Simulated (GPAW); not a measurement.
Consider CuSe2 (Pnnm).

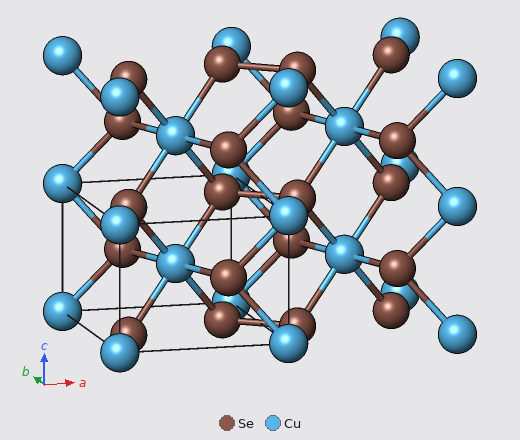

The structure (selenium brown, copper blue). 2×1×2 cells are drawn. Some periodic images of atoms are drawn too.

```
Se Cu
1.0
     5.02520    0.00000    0.00000
     0.00000    6.19410    0.00000
     0.00000    0.00000    3.74470
Se Cu
4 2
Direct
  0.68350 0.11510 0.50000
  0.31650 0.88490 0.50000
  0.18350 0.38490 0.00000
  0.81650 0.61510 0.00000
  0.50000 0.50000 0.50000
  0.00000 0.00000 0.00000
```

Absorber: atom 5, with 6 Se at 2.56 Å (octahedral, site symmetry 2/m). Method: GPAW, LDA, excited-electron core hole (neutral cell), 12-atom cell with 6.3 Å between holes, 3×3×3 k points, dipole transitions, Gaussian full width 1.55 eV up to 4 eV, rising linearly to 3.5 eV at 25 eV.

**Question.** Predict the near-edge structure at the Cu K edge.

Main maxima up to 30 eV above the zero (height): 1.6 eV (0.15), 6.4 eV (2.28), 11.8 eV (1.29) and 26.6 eV (1.03). A K edge sees empty p states on the absorber. The total-energy difference is 8991.01 eV. One term is added: -29.79 eV, since the hole is spin-paired here and a spin-polarised one costs that much less in the free atom (computed apart). The photon energy is then 8961.22 eV. The tabulated edge of the element is 8979 eV. The functional leaves an error in such absolute values: in the free atom LDA prices this hole 18.3 eV below PBE (computed apart), and PBE is itself good to a few eV.

The Cu K spectrum (energy from the lowest empty level; intensity scaled to a mean of 1 over the first 20 eV; polarised curves are means over the symmetry-equivalent atoms):

| E (eV) | isotropic | ε ∥ x | ε ∥ y | ε ∥ z |
| --- | --- | --- | --- | --- |
| -2.0 | 0.00 | 0.00 | 0.00 | 0.00 |
| -0.5 | 0.02 | 0.02 | 0.03 | 0.02 |
| 1.0 | 0.12 | 0.13 | 0.11 | 0.12 |
| 2.5 | 0.10 | 0.11 | 0.08 | 0.11 |
| 4.0 | 0.39 | 0.42 | 0.45 | 0.31 |
| 5.5 | 1.78 | 1.85 | 1.73 | 1.76 |
| 7.0 | 2.06 | 1.96 | 1.85 | 2.38 |
| 8.5 | 1.29 | 1.37 | 1.53 | 0.97 |
| 10.0 | 1.12 | 1.09 | 1.30 | 0.96 |
| 11.5 | 1.29 | 1.31 | 1.19 | 1.35 |
| 13.0 | 1.19 | 1.17 | 1.05 | 1.35 |
| 14.5 | 0.97 | 0.91 | 1.00 | 1.00 |
| 16.0 | 0.90 | 0.85 | 0.98 | 0.87 |
| 17.5 | 0.96 | 0.94 | 0.98 | 0.96 |
| 19.0 | 0.93 | 0.98 | 0.80 | 1.02 |
| 20.5 | 0.93 | 0.95 | 0.88 | 0.95 |
| 22.0 | 0.99 | 0.92 | 1.09 | 0.94 |
| 23.5 | 0.99 | 1.00 | 1.00 | 0.98 |
| 25.0 | 1.00 | 1.11 | 0.88 | 1.01 |
| 26.5 | 1.03 | 1.06 | 1.05 | 0.98 |
| 28.0 | 1.00 | 0.90 | 1.15 | 0.93 |
| 29.5 | 0.93 | 0.89 | 1.00 | 0.90 |
| 31.0 | 0.89 | 0.96 | 0.82 | 0.88 |

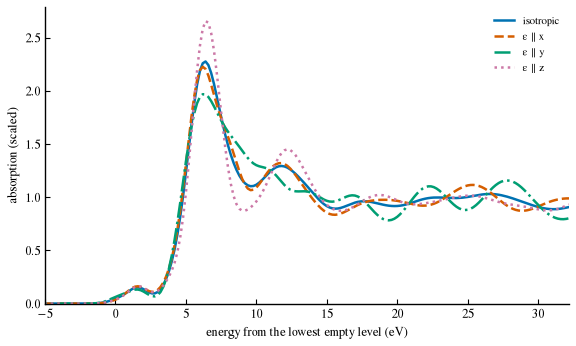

The Cu K edge.

The script folds with a Gaussian, whereas the core hole's own line is a Lorentzian, so the onset is too steep and the first peak too high. The unit cell's mesh shows no gap over 0.35 eV. That is right for a metallic compound; for a small-gap or correlated insulator it would be the fault of the functional or of the assumed magnetic order, and the hole would be screened too well. The holes are only 6.3 Å apart, so the shape is probably not converged with cell size; no larger cell was run here. The mesh is coarse (0.39 Å⁻¹ between points), so small maxima may be mesh ripples. The structure is a published determination, not relaxed.

[Banner, clock and machine lines of the logs are left out without a mark of their own.]

[Logs are printed without paths, hosts, clocks, repeated set-up lines and the standing remarks that a program may print on its own settings, such as how far it seeks lower states.]

[Hosts, paths, dates, database ids (printed as entryN), source tags and the programs' standing remarks are cut or masked in the printed files.]

[Lists of maxima count a maximum above −3 eV only where it reaches 4 % of the highest in the window and stands out from its surroundings by 2 % of it (1.5 % where it reaches 55 %); shoulders and weaker maxima are passed over, and of the rest the first, up to two pre-edge ones and the few strongest are named.]
